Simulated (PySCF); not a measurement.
CaPb (charge +1, doublet)

```xyz
2

Ca    0.0000    0.0000   -2.7505
Pb    0.0000    0.0000    0.5285
```

Core potentials replace the inner electrons of Pb.

These are results of PBE0/def2-SVPD, non-relativistic Hamiltonian with scalar-relativistic core potentials where named, at a bond length of 3.279 Å in PySCF, not measurements.

### Predict the electron density, electron localisation function and spin density between the atoms.

Ca–Pb (3.28 Å): the density is about 0.19 e/Å³ at the midpoint; the ELF peaks at about 0.65 in the valence shell of Pb, 1.6 Å from its nucleus, and drops to about 0.30 between the two atoms.
The unpaired spin (1 electron) lies mostly on Pb2 (about 1.0), in electrons by Hirshfeld's partition.

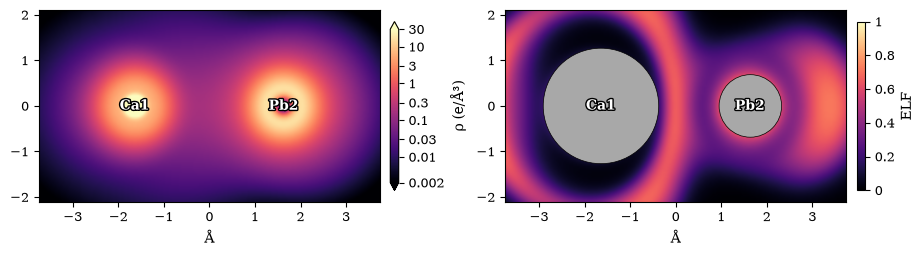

Computed electron density and electron localisation function on a plane that holds the molecular axis, in this order. Grey discs cover the atomic cores in the ELF map. 
